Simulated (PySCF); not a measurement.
**C$_{2}$H$_{4}$AsGe, doublet, SMILES `C#[C][GeH2][AsH]`: what the electrons do**

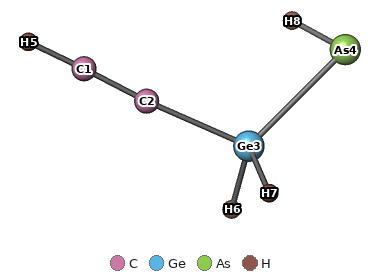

The molecule, with its atoms numbered as below. No frequency check shows the geometry to be a minimum.

Geometry (Å), atoms numbered from 1:

```
C1      -2.9064    1.2981    0.0390
C2      -2.0234    0.4817    0.0171
Ge3     -0.5424   -0.7227   -0.0154
As4      1.5474    0.3793    0.0413
H5      -3.6990    1.9920    0.0563
H6      -0.8080   -1.5845   -1.2377
H7      -0.7840   -1.6516    1.1560
H8       1.1621    1.1765   -1.1817
```

Part 1: Bonding charge

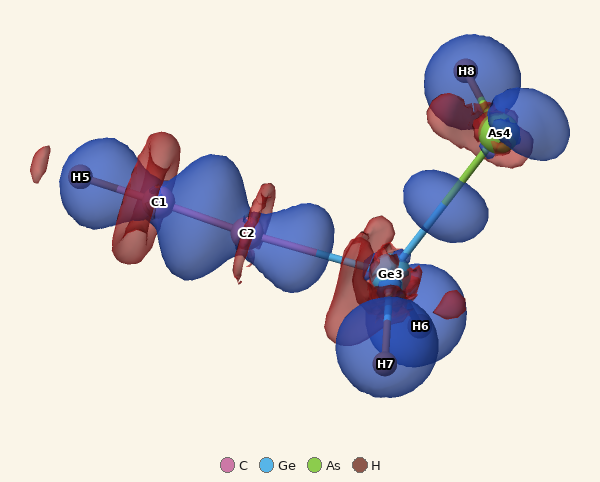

Deformation density (molecule less spherical, spin-averaged free atoms at the same positions), surfaces at ±0.07 e/Å³; blue: gain, red: loss.

Level of theory: B3LYP/def2-SVPD (PySCF), at a geometry from GFN2-xTB. The stability of the open-shell solution wasn't checked. GFN2-xTB doesn't know the spin state, so this open-shell geometry is rough.

**How much density has each bond gained at its critical point, relative to the free atoms?**

C1–C2: +0.84 e/Å³ at the bond critical point (bond length 1.20 Å). C1–H5: +0.76 e/Å³ at the bond critical point (bond length 1.05 Å). Ge3–H7: +0.25 e/Å³ at the bond critical point (bond length 1.51 Å). Ge3–H6: +0.24 e/Å³ at the bond critical point (bond length 1.52 Å). As4–H8: +0.24 e/Å³ at the bond critical point (bond length 1.51 Å). Ge3–As4: +0.17 e/Å³ at the bond critical point (bond length 2.36 Å). C2–Ge3: +0.14 e/Å³ at the bond critical point (bond length 1.91 Å). In all, 1.8 electrons gather in the regions of gain relative to the promolecule. A small or negative value marks a very polar bond, one between electron-rich atoms, whose free-atom densities already overlap strongly, a long bond to a heavier atom, or a closed-shell contact such as a hydrogen bond.

**Where do the Hirshfeld charges lie?**

The highest Hirshfeld charge is on Ge3 (+0.27 e), the lowest on C2 (−0.16 e).

Part 2: Local ionisation energy

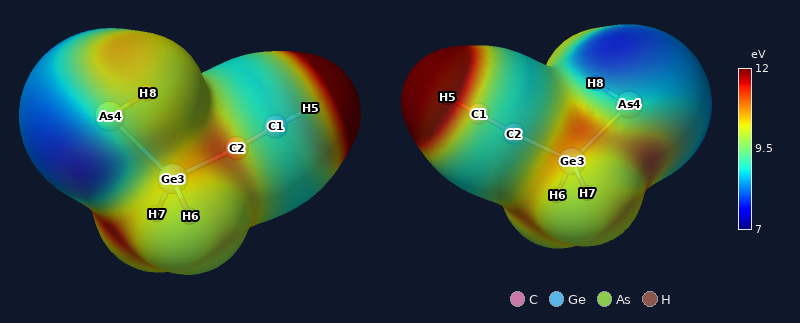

Average local ionisation energy on the surface of electron density 0.001 a.u. (back view left, front view right).

**Locate the minima of the map.**

The lowest value is 7.7 eV, 2.3 Å from As4. Further minima include 8.8 eV, off the C1–C2 bond (2.1 to 2.2 Å from its atoms); 9.6 eV, 1.5 Å from H6. For comparison, the highest occupied orbital lies at −6.8 eV.

**What volume does the surface enclose, and what is the dipole moment?**

About 134 Å³; the dipole moment is 0.5 D.

Part 3: Spin density

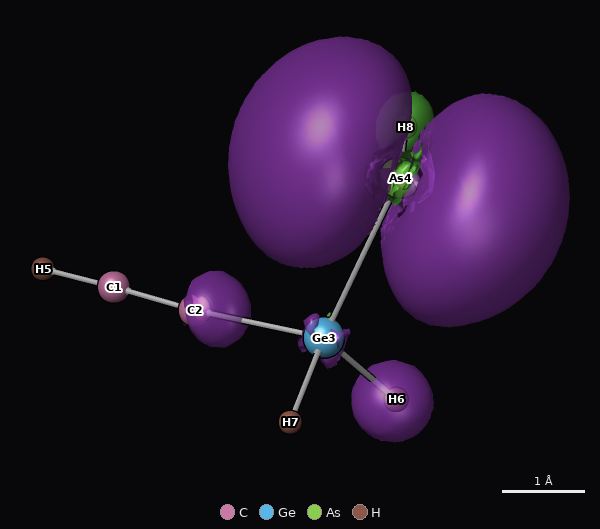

Spin density ρα − ρβ at ±0.01 e/Å³ (purple: excess α, green: excess β).

**Where is the unpaired spin?**

Hirshfeld spin populations: As4 +0.88 and Ge3 +0.06. ⟨S²⟩ = 0.75, as for a pure state. The picture also shows regions of β spin from spin polarisation; the Hirshfeld sums, whose atoms overlap, net them against the α spin of neighbours.

The PySCF run shown took 16 s on 1 thread of Intel(R) Xeon(R) 6975P-C (Granite Rapids), on a shared host.
